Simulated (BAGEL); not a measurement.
# HF/3-21G (density fitting with qzvpp-jkfit) run of CH3ClGe (SMILES [CH3][Ge][Cl])

What is the energy change on altering one bond length of CH3ClGe at HF/3-21G (density fitting with qzvpp-jkfit)? 

The results are computed with BAGEL 1.2.2.

## Step 1: The structure to begin with

CH3ClGe: 6 atoms, total charge 0, spin state singlet. As SMILES, `[CH3][Ge][Cl]`. The coordinates come from a PBE0-D4/def2-TZVP relaxation.

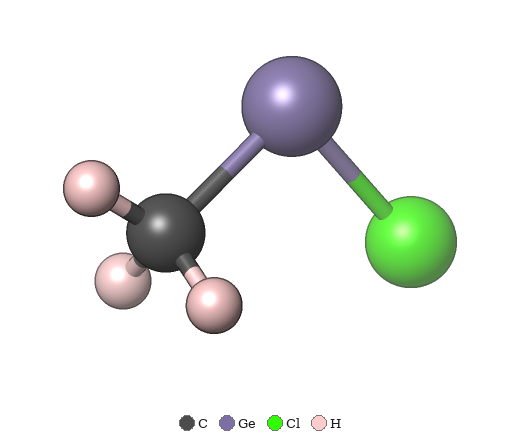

Viewed from a chosen angle; carbon dark grey, germanium purple, chlorine green, hydrogen pink.

## Step 2: The energy at HF/3-21G (density fitting with qzvpp-jkfit)

Contents of hf.json:

```json
{ "bagel": [

{
  "title": "molecule",
  "basis": "3-21g",
  "df_basis": "qzvpp-jkfit",
  "angstrom": true,
  "geometry": [
    { "atom": "C", "xyz": [      -0.360100,       0.453000,      -0.235800 ] },
    { "atom": "Ge", "xyz": [       1.405300,       0.063600,       0.581100 ] },
    { "atom": "Cl", "xyz": [       1.099300,      -2.105300,       0.776300 ] },
    { "atom": "H", "xyz": [      -0.475600,       1.516600,      -0.454300 ] },
    { "atom": "H", "xyz": [      -1.154600,       0.132300,       0.445100 ] },
    { "atom": "H", "xyz": [      -0.472200,      -0.124300,      -1.158500 ] }
  ]
},

{
  "title": "hf"
},

{
  "title": "print",
  "file": "orbitals.molden",
  "orbitals": true
}

]}
```

Started as:

```console
$ BAGEL_NUM_THREADS=1 BAGEL hf.json > hf.out
```

Log:

```text
* using 1 threads per process

  ===============================================================
  ===============================================================

  *** Geometry ***

  { "atom" : "C", "xyz" : [     -0.680490,      0.856046,     -0.445597 ] },
  { "atom" : "Ge", "xyz" : [      2.655632,      0.120187,      1.098120 ] },
  { "atom" : "Cl", "xyz" : [      2.077376,     -3.978440,      1.466994 ] },
  { "atom" : "H", "xyz" : [     -0.898754,      2.865959,     -0.858503 ] },
  { "atom" : "H", "xyz" : [     -2.181878,      0.250011,      0.841117 ] },
  { "atom" : "H", "xyz" : [     -0.892329,     -0.234893,     -2.189248 ] },

  Number of auxiliary basis functions:      523

  Since a DF basis is specified, we compute 2- and 3-index integrals:
    o Being stored without compression. Storage requirement is 0.010 GB

  Number of basis functions:       50
  Number of electrons      :       58

    * METHOD: MOLECULE                             0.21

  *** RHF ***

  === Nuclear Repulsion ===
   236.6079907662

      * DIIS with orbital gradients will be used.

  === RHF iteration (3-21g) ===
      0      -2562.00319519          0.01526791           0.04
      1      -2562.06603312          0.00610185           0.04
      2      -2562.07650062          0.00097532           0.05
      3      -2562.07708294          0.00020089           0.06
      4      -2562.07711292          0.00007129           0.06
      5      -2562.07711748          0.00001601           0.06
      6      -2562.07711766          0.00000370           0.06
      7      -2562.07711767          0.00000077           0.06
      8      -2562.07711768          0.00000030           0.06
      9      -2562.07711768          0.00000009           0.06
     10      -2562.07711768          0.00000002           0.06
     11      -2562.07711768          0.00000001           0.06
    * SCF iteration converged.

    * Permanent dipole moment:
           (    0.227123,    -1.353526,     0.301299) a.u.

    * METHOD: HF                                   0.81

    * METHOD: PRINT                                0.00

  ===============================================================
```

Run time: 1.2 s. Hardware: 1 thread of Arm Neoverse V2, shared host; peak memory 0.089 GiB.

## Step 3: The distorted shape, same level

Contents of calc.json:

```json
{ "bagel" : [

{
  "title" : "molecule",
  "basis" : "3-21g",
  "df_basis" : "qzvpp-jkfit",
  "angstrom" : true,
  "geometry" : [
    { "atom" : "C", "xyz" : [   -0.889735,    0.569823,   -0.480877 ] },
    { "atom" : "Ge", "xyz" : [    1.405300,    0.063600,    0.581100 ] },
    { "atom" : "Cl", "xyz" : [    1.099300,   -2.105300,    0.776300 ] },
    { "atom" : "H", "xyz" : [   -1.005235,    1.633423,   -0.699377 ] },
    { "atom" : "H", "xyz" : [   -1.684235,    0.249123,    0.200023 ] },
    { "atom" : "H", "xyz" : [   -1.001835,   -0.007477,   -1.403577 ] }
  ]
},
{
  "title" : "hf"
},
{
  "title" : "print",
  "file" : "orbitals.molden",
  "orbitals" : true
}

]}
```

Started as:

```console
$ BAGEL_NUM_THREADS=1 BAGEL calc.json > calc.out
```

Log:

```text
* using 1 threads per process

  ===============================================================
  ===============================================================

  *** Geometry ***

  { "atom" : "C", "xyz" : [     -1.681355,      1.076809,     -0.908726 ] },
  { "atom" : "Ge", "xyz" : [      2.655632,      0.120187,      1.098120 ] },
  { "atom" : "Cl", "xyz" : [      2.077376,     -3.978440,      1.466994 ] },
  { "atom" : "H", "xyz" : [     -1.899619,      3.086722,     -1.321631 ] },
  { "atom" : "H", "xyz" : [     -3.182743,      0.470774,      0.377989 ] },
  { "atom" : "H", "xyz" : [     -1.893194,     -0.014129,     -2.652376 ] },

  Number of auxiliary basis functions:      523

  Since a DF basis is specified, we compute 2- and 3-index integrals:
    o Being stored without compression. Storage requirement is 0.010 GB

  Number of basis functions:       50
  Number of electrons      :       58

    * METHOD: MOLECULE                             0.20

  *** RHF ***

  === Nuclear Repulsion ===
   218.1538201032

      * DIIS with orbital gradients will be used.

  === RHF iteration (3-21g) ===
      0      -2561.89973268          0.01926786           0.06
      1      -2561.99146111          0.01111255           0.06
      2      -2562.02100402          0.00130456           0.06
      3      -2562.02238317          0.00042701           0.05
      4      -2562.02250243          0.00015143           0.04
      5      -2562.02252307          0.00002783           0.04
      6      -2562.02252351          0.00000466           0.04
      7      -2562.02252353          0.00000181           0.05
      8      -2562.02252354          0.00000032           0.06
      9      -2562.02252354          0.00000012           0.06
     10      -2562.02252354          0.00000003           0.06
     11      -2562.02252354          0.00000001           0.06
     12      -2562.02252354          0.00000000           0.06
    * SCF iteration converged.

    * Permanent dipole moment:
           (   -0.284735,    -1.201796,     0.058142) a.u.

    * METHOD: HF                                   0.86

    * METHOD: PRINT                                0.00

  ===============================================================
```

It took 1.2 s on 1 thread of Arm Neoverse V2, shared host; peak memory 0.089 GiB.

## Step 4: What came out

Level: HF/3-21G (density fitting with qzvpp-jkfit).

| quantity | value |
| --- | --- |
| first shape: total energy | -2562.07712 Eh |
| first shape: dipole moment | 3.57 D |
| first shape: HOMO energy | -9.29 eV |
| first shape: LUMO energy | 0.22 eV |
| first shape: HOMO–LUMO gap | 9.51 eV |
| distorted shape: total energy | -2562.02252 Eh |
| distorted shape: dipole moment | 3.14 D |
| distorted shape: HOMO energy | -8.64 eV |
| distorted shape: LUMO energy | -0.18 eV |
| distorted shape: HOMO–LUMO gap | 8.46 eV |
| energy change with the C1–Ge2 bond stretched from 1.984 to 2.579 Å | 1.486 eV |

What this shows: With the C1–Ge2 bond stretched from 1.984 to 2.579 Å the energy rises by 1.49 eV (143 kJ/mol). The first shape isn't relaxed at this level, so the change isn't measured from a minimum.
